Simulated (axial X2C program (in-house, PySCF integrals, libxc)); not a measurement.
# All-electron X2C curves of OsP, part 2 of 2

Computed with an in-house X2C program for linear molecules on PySCF integrals; all-electron X2C, Os dyall-cv3z, P dyall-v3z. The steps go on from the part before.

## (9) PBE0, 2c

State followed: Ω = 5/2 (excess of +ω over −ω: ω = 5/2). The scan is laid around 2.021 Å, a first estimate of the minimum, and this SCF restarts from the orbitals of the search.

The SCF at the reference distance of 2.021 Å:

```text
two-component X2C + atomic mean field  PBE0
basis functions 224  fitting functions 1173  grid points 5079
iter        total energy     max residual
   1     -17597.458654454     7.99e-01
   2     -17597.463728718     7.03e-04
   3     -17597.463728329     3.16e-04
   4     -17597.463727381     3.14e-04
   5     -17597.463729674     1.53e-04
   6     -17597.463730215     2.20e-05
   7     -17597.463730228     6.91e-06
   8     -17597.463730237     7.43e-06
   9     -17597.463730244     5.80e-06
  10     -17597.463730247     1.62e-06
  11     -17597.463730248     1.09e-06
converged
one-electron -24718.80855134  Coulomb 7206.04191603  exact exchange -90.45744669  xc functional -277.28988917  nuclear repulsion 298.49679389  atomic mean-field constant -15.44655296
```

Along the bond, energies from the lowest point:

```
R (Å)  E (eV)  μ (D)  HOMO (eV)  LUMO (eV)  iterations
1.758  1.7182  -0.60      -5.83      -2.68          15
1.839  0.6809  -0.77      -5.84      -2.84          16
1.900  0.2502  -0.90      -5.85      -2.97          15
1.960  0.0415  -1.03      -5.85      -3.09          17
2.021  0.0000  -1.15      -5.85      -3.19          11
2.092  0.1000  -1.27      -5.84      -3.28          18
2.163  0.2935  -1.35      -5.83      -3.29          19
2.253  0.6028  -1.40      -5.81      -3.26          17
2.365  1.0116  -1.41      -5.78      -3.20          15
2.526  1.5971  -1.33      -5.71      -3.12          17
```

Dipoles are positive if P is the positive end.

Outer spinors at the reference distance:

| ω | occupied | ε (eV) | atomic character | λ mixture |
| --- | --- | --- | --- | --- |
| -1/2 | yes | -16.41 | 61% P s, 15% Os d, 11% Os p | 100% σ |
| 1/2 | yes | -15.99 | 59% P s, 17% Os d, 10% Os s | 100% σ |
| -1/2 | yes | -9.05 | 51% Os d, 37% P p, 5% P s | 67% σ, 33% π |
| 1/2 | yes | -9.02 | 45% Os d, 40% P p, 8% P s | 90% σ, 10% π |
| -1/2 | yes | -8.41 | 51% Os d, 39% P p, 3% Os s | 66% π, 34% σ |
| 3/2 | yes | -8.39 | 69% Os d, 26% P p | 95% π, 5% δ |
| 1/2 | yes | -8.14 | 45% Os d, 45% P p, 3% Os p | 88% π, 12% σ |
| -3/2 | yes | -8.07 | 58% Os d, 35% P p, 2% Os p | 82% π, 18% δ |
| -3/2 | yes | -7.22 | 84% Os d, 13% P p | 80% δ, 20% π |
| 1/2 | yes | -6.57 | 49% Os s, 28% Os d, 20% P p | 97% σ, 3% π |
| 5/2 | yes | -6.53 | 99% Os d | 100% δ |
| 3/2 | yes | -6.20 | 91% Os d, 6% P p | 91% δ, 9% π |
| -1/2 | yes | -5.85 | 45% Os s, 33% Os d, 18% P p | 94% σ, 6% π |
| -1/2 | no | -3.19 | 40% P p, 24% Os d, 23% Os p | 92% π, 8% σ |
| 1/2 | no | -2.94 | 39% Os d, 29% P p, 20% Os p | 91% π, 9% σ |
| 3/2 | no | -2.85 | 40% P p, 33% Os d, 18% Os p | 96% π, 4% δ |
| -3/2 | no | -2.47 | 48% Os d, 27% P p, 15% Os p | 98% π, 2% δ |

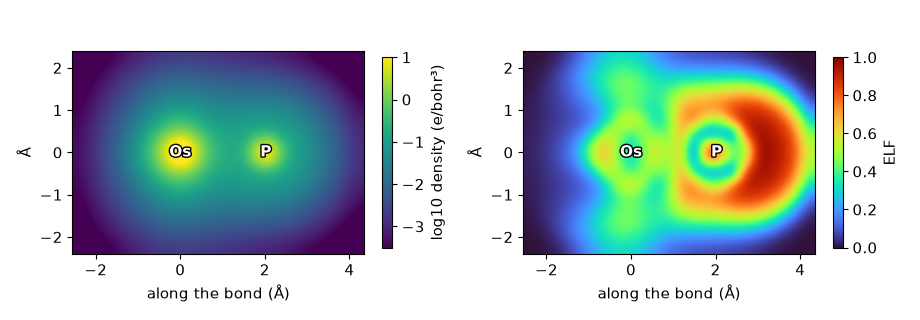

PBE0 fields in a plane through the axis, from a grid of 0.3 Å; Os lies at z = 0 and P at z = 2.021 Å; the ELF is damped to zero where the density is low.

Re = 2.008 Å, ωe = 597 cm⁻¹, Be = 0.1568 cm⁻¹, De = 3.80 eV, μ = -1.13 D.

## (10) HF, 2c

The SCF at the reference distance of 2.021 Å:

```text
two-component X2C + atomic mean field  HF
basis functions 224  fitting functions 1173  grid points 5079
iter        total energy     max residual
   1     -17591.546181154     1.12e+00
   2     -17591.592530821     1.74e-02
   3     -17591.597864327     1.58e-02
   4     -17591.600822752     9.00e-03
   5     -17591.603994454     8.32e-03
   6     -17591.607029084     8.48e-03
   7     -17591.609662653     8.08e-03
   8     -17591.612190465     7.77e-03
   9     -17591.617208969     7.74e-03
  10     -17591.626477889     6.46e-03
  11     -17591.626757570     5.88e-03
  12     -17591.630187427     3.08e-03
  13     -17591.630924191     1.70e-03
  14     -17591.631233304     9.62e-04
  15     -17591.631272715     5.75e-04
  16     -17591.631260180     8.12e-04
  17     -17591.631321895     5.91e-04
  18     -17591.631368665     2.86e-04
  19     -17591.631387122     2.14e-04
  20     -17591.631398935     1.57e-04
  21     -17591.631408507     1.59e-04
  22     -17591.631413507     1.55e-04
  23     -17591.631419061     1.51e-04
  24     -17591.631422668     1.43e-04
  25     -17591.631425854     1.34e-04
  26     -17591.631429369     1.26e-04
  27     -17591.631432037     1.18e-04
  28     -17591.631435031     1.20e-04
  29     -17591.631438016     1.21e-04
  30     -17591.631440387     1.21e-04
  31     -17591.631446390     1.27e-04
  32     -17591.631449646     1.24e-04
  33     -17591.631450982     1.20e-04
  34     -17591.631452806     1.20e-04
  35     -17591.631452914     1.16e-04
  36     -17591.631452279     1.14e-04
  37     -17591.631450804     1.12e-04
  38     -17591.631447402     1.08e-04
  39     -17591.631446396     1.11e-04
  40     -17591.631444710     1.10e-04
  41     -17591.631442701     1.09e-04
  42     -17591.631442441     1.12e-04
  43     -17591.631442328     1.13e-04
  44     -17591.631447133     1.22e-04
  45     -17591.631455732     1.31e-04
  46     -17591.631452375     1.12e-04
  47     -17591.631449342     1.08e-04
  48     -17591.631444781     1.05e-04
  49     -17591.631440128     1.09e-04
  50     -17591.631442579     1.16e-04
  51     -17591.631443155     1.16e-04
  52     -17591.631443959     1.17e-04
  53     -17591.631442768     1.14e-04
  54     -17591.631445317     1.19e-04
  55     -17591.631453137     1.29e-04
  56     -17591.631455770     1.22e-04
  57     -17591.631456241     1.17e-04
  58     -17591.631459392     1.20e-04
  59     -17591.631449314     1.30e-04
  60     -17591.631424978     2.45e-04
  61     -17591.631404754     2.57e-04
  62     -17591.631398234     1.79e-04
  63     -17591.631402649     1.28e-04
  64     -17591.631418443     1.52e-04
  65     -17591.631429954     1.51e-04
  66     -17591.631467951     3.53e-04
  67     -17591.631488758     2.33e-04
  68     -17591.631435208     3.78e-04
  69     -17591.631431762     2.03e-04
  70     -17591.631428537     1.42e-04
  71     -17591.631431563     1.26e-04
  72     -17591.631393655     3.20e-04
  73     -17591.631441358     2.58e-04
  74     -17591.631444874     1.41e-04
  75     -17591.631440722     1.30e-04
  76     -17591.631442975     1.39e-04
  77     -17591.631479632     2.81e-04
  78     -17591.631480009     1.44e-04
  79     -17591.631487785     1.51e-04
  80     -17591.631484769     1.30e-04
NOT converged
one-electron -24720.92342678  Coulomb 7208.45618594  exact exchange -362.21448486  xc functional 0.00000000  nuclear repulsion 298.49679389  atomic mean-field constant -15.44655296
```

No constants are quoted: too few points lie around the minimum for a second fit to confirm the first.

## (11) PW91, 2c

Output at 2.021 Å:

```text
two-component X2C + atomic mean field  PW91
basis functions 224  fitting functions 1173  grid points 5079
iter        total energy     max residual
   1     -17599.574272410     3.52e-01
   2     -17599.580906269     1.12e-02
   3     -17599.575363762     1.97e-02
   4     -17599.572862450     1.87e-02
   5     -17599.581634938     6.26e-03
   6     -17599.582497002     1.77e-03
   7     -17599.582556970     4.68e-04
   8     -17599.582570154     1.59e-04
   9     -17599.582573561     3.65e-05
  10     -17599.582573608     2.04e-05
  11     -17599.582573619     2.46e-06
  12     -17599.582573619     7.71e-07
converged
one-electron -24717.74829457  Coulomb 7204.94192724  exact exchange 0.00000000  xc functional -369.82644722  nuclear repulsion 298.49679389  atomic mean-field constant -15.44655296
```

No constants are quoted: the solution changes its character somewhere along the scan, so the fit is set aside.

## (12) MP2, 2c

Correlated methods: 13 electrons correlated (frozen shells, counted by type: Os 5 s, 4 p, 2 d, 1 f; P 2 s, 1 p), 267 virtual spinors in MP2.

MP2: No constants are quoted: the reference is strongly spin-contaminated.

## (13) A higher determinant, 2c

State: Ω = 1/2 (excess of +ω over −ω: ω = -1/2, ω = -3/2, ω = 5/2).

Output at the reference distance:

```text
two-component X2C + atomic mean field  PBE0
basis functions 224  fitting functions 1173  grid points 5079
iter        total energy     max residual
   1     -17597.435349971     8.00e-01
   2     -17597.440460323     7.07e-04
   3     -17597.440460363     2.80e-04
   4     -17597.440460215     2.27e-04
   5     -17597.440461505     1.15e-04
   6     -17597.440461785     1.66e-05
   7     -17597.440461791     1.95e-06
   8     -17597.440461791     1.16e-06
converged
one-electron -24715.97794150  Coulomb 7203.23920496  exact exchange -90.46607092  xc functional -277.28589527  nuclear repulsion 298.49679389  atomic mean-field constant -15.44655296
```

```
R (Å)  E above the lowest PBE0 point (eV)
1.758                               2.927
1.839                               1.693
1.900                               1.125
1.960                               0.789
2.021                               0.633
2.092                               0.621
2.163                               0.740
2.253                               1.019
2.365                               1.466
```

Re = 2.061 Å, ωe = 557 cm⁻¹, ωexe = 1.91 cm⁻¹, Be = 0.1488 cm⁻¹, μ = -1.63 D. Te = 0.61 eV.

## (14) The 2c curves together

Energy (eV) of the followed determinant, 2c, from each level's lowest point:

```
R (Å)   PBE0     HF  MP2 (spin-contaminated)  PW91 (jumps)
1.758  1.718  2.951                    1.088         1.924
1.839  0.681  1.771                    0.340         0.820
1.900  0.250  1.164                    0.098         0.340
1.960  0.041  0.726                    0.000         0.084
2.021  0.000    n/a                      n/a         0.000
2.092  0.100  0.187                    0.063         0.063
2.163  0.293  0.057                    0.196         0.250
2.253  0.603  0.000                    0.436         0.606
2.365  1.012  0.035                    0.825         1.133
2.526  1.597  0.169                    1.475         1.987
```

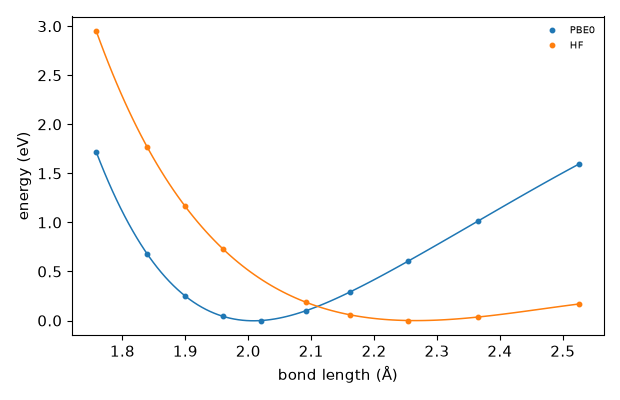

Curves of the followed state, 2c, each from its own lowest point. Left out: MP2, PW91.

The whole job took 4.6 min on 1 thread of Arm Neoverse V1, shared host.

## (15) Results

What follows sums up all 2 parts.

Lowest determinant that the search found at its distance, spin-free: M_S = 1/2, Λ = 2 (beyond closed shells: δ+α, δ+β, δ-α).

Lowest determinant that the search found at its distance, 2c: Ω = 5/2 (excess of +ω over −ω: ω = 5/2).

```csv
Hamiltonian,level,Re (Å),ωe (cm⁻¹),De (eV),μ (D)
spin-free,PBE0,2.002,592,3.68,-0.84
spin-free,HF,2.253,320,0.382,-2.42
spin-free,CCSD,2.017,548,2.93,n/a
spin-free,CCSD(T),2.009,574,3.26,n/a
spin-free,PW91,2.017,608,4.67,-0.33
2c,PBE0,2.008,597,3.80,-1.13
```

Dipoles are positive if P is the positive end. No constants: spin-free MP2 (the reference is strongly spin-contaminated); 2c HF (too few points lie around the minimum for a second fit to confirm the first); 2c MP2 (the reference is strongly spin-contaminated); 2c PW91 (the solution changes its character somewhere along the scan, so the fit is set aside). Spin-free ⟨S²⟩ is off its pure value at PBE0 0.88, HF 2.51.

Time per point (s) on 1 thread of Arm Neoverse V1, shared host (2c runs); the times are rough: PBE0 1.5.

In words: At PBE0, going from spin-free to two-component changes Re by +6 mÅ, ωe by +0.9 %, which is small (part of it comes from the scalar share of the two-electron terms). It costs about 1.7 times the time. De moves by +0.11 eV; both De rest on single-determinant atoms, which can miss part of an open shell's spin–orbit lowering.

De refers to Os + P, each in the lowest determinant found, which need not be this curve's own limit. Each curve is one determinant whose occupation by symmetry is held fixed; it was picked as the lowest of a PBE0 search that is not exhaustive. De is counted from the lowest determinant-based energies of the atoms at the same level, without counterpoise correction. Density functionals use the spin component along the axis (collinear). CCSD and (T) use frozen natural virtuals with an MP2 correction for the truncation. At some level an empty orbital lies below a filled one. The spin-free determinant is spin-contaminated at some levels. T1 at Re is 0.085 (Lee–Taylor), above the customary mark of 0.02.
